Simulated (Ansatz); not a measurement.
# CH5ISi: the cost of one run

All numbers below are computed with Ansatz 0.2.0 (RKS r2SCAN-D4/def2-SVP).

### Step 1. The starting structure

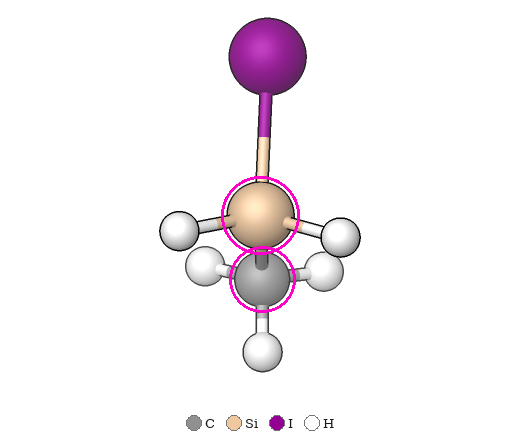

Start, viewed from a free direction; carbon grey, silicon light orange, iodine purple, hydrogen white. Ringed: C1, Si2.

Structure file:

```xyz
8

C    -0.6327    0.6918   -0.1200
Si    0.4894   -0.6871   -0.0920
I     1.6541   -0.6858    2.0364
H    -1.1560    0.7751   -1.0819
H    -0.1559    1.6852   -0.0447
H    -1.4188    0.6863    0.6730
H     1.5114   -0.5707   -1.1871
H    -0.1993   -1.9519   -0.2395
```

### Step 2. End point A

input.yaml reads:

```yaml
crystal:
  periodic: [false, false, false]
  atoms:
    - { symbol: C, position_ang: [-0.6327, 0.6918, -0.12] }
    - { symbol: Si, position_ang: [0.4894, -0.6871, -0.092] }
    - { symbol: I, position_ang: [1.6541, -0.6858, 2.0364] }
    - { symbol: H, position_ang: [-1.156, 0.7751, -1.0819] }
    - { symbol: H, position_ang: [-0.1559, 1.6852, -0.0447] }
    - { symbol: H, position_ang: [-1.4188, 0.6863, 0.673] }
    - { symbol: H, position_ang: [1.5114, -0.5707, -1.1871] }
    - { symbol: H, position_ang: [-0.1993, -1.9519, -0.2395] }
basis:
  gaussian: { orbitals: def2-SVP }
hamiltonian:
  xc: r2scan
  dispersion: d4
relax:
  f_tol: 0.015
  max_steps: 40
```

Run with:

```
$ ansatz run input.yaml --threads 2 --pin off --max-ram 3072MiB --backend cpu --events-out ev --progress --plain --runs-dir out
```

**Question.** How long does this run take on 2 threads of Arm Neoverse V2, shared host, and how much memory does it need?

About 14 s, with a peak of 0.14 GiB.
